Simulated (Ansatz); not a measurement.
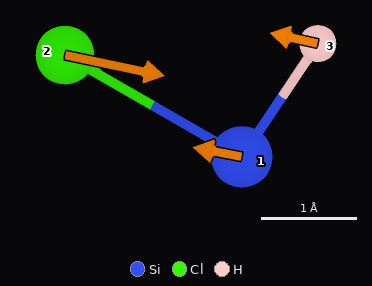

This is a relaxation of SiHCl. The starting structure is drawn; orange arrows show the displacements, 20 times their true length. The two geometries are superimposed by the best rigid fit.

A ball-and-stick model, seen at a tilt.

It is one of the separated reactants of a reaction.

Computed with RKS PBE0-D4/def2-TZVP (Ansatz 0.2.0).

The input:
```yaml
crystal:
  periodic: [false, false, false]
  atoms:
    - {symbol: Si, position_ang: [-0.456357, -0.704586, -1.093017]}
    - {symbol: Cl, position_ang: [1.155592, -1.937059, -0.361405]}
    - {symbol: H, position_ang: [-1.463761, -1.134194, -0.027187]}
basis:
  gaussian: {orbitals: def2-TZVP}
hamiltonian: {xc: pbe0, dispersion: d4}
relax: {f_tol: 0.005, max_steps: 200}
```

Atoms of which element are displaced furthest, and by how much?

Chlorine: up to 0.056 Å, against 0.028 Å for silicon.

What happened in the run?

Over 3 geometry steps the energy falls by 0.048 eV. The largest force component goes from 0.86 to 0.0038 eV/Å. The largest move after the best rigid fit is that of Cl2, 0.056 Å. By element the largest moves are Cl 0.056 Å, Si 0.028 Å, H 0.028 Å. Among the contacts that change: Si1–Cl2 2.157 → 2.077 Å. The run took about 6 core-seconds on a shared host.
